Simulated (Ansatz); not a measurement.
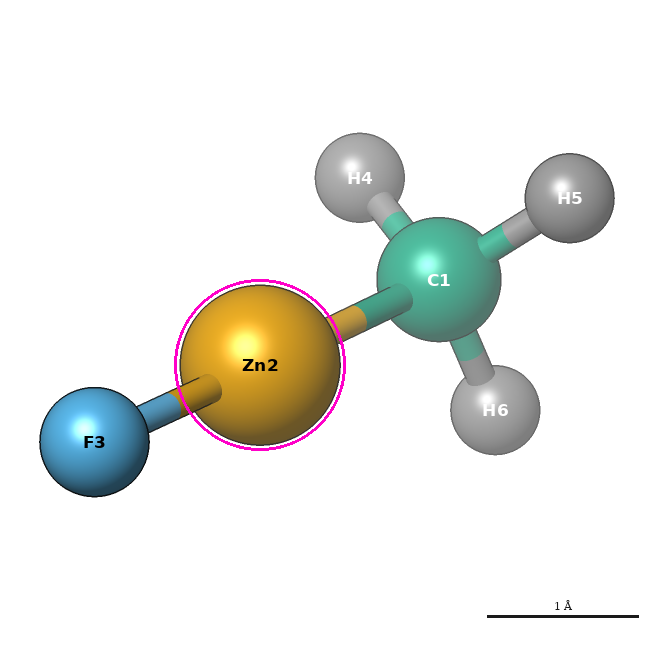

Orthographic view. Distant atoms are faded towards the background colour. The geometry was computed by an optimisation with PBE-D4/def2-SVP. No frequency run is at hand to confirm it as a minimum.

Name the neighbours of the circled atom.

Answer. The circled atom is Zn2; it is bonded to C1, F3.

Of C1 and Zn2, which is nearer the viewer?

Answer. Zn2; the bond to C1 points away from the viewer, so it looks shorter than its 1.92 Å.

Which atom is nearest the viewer?

Answer. F3, 2.1 Å in front of the mean position.
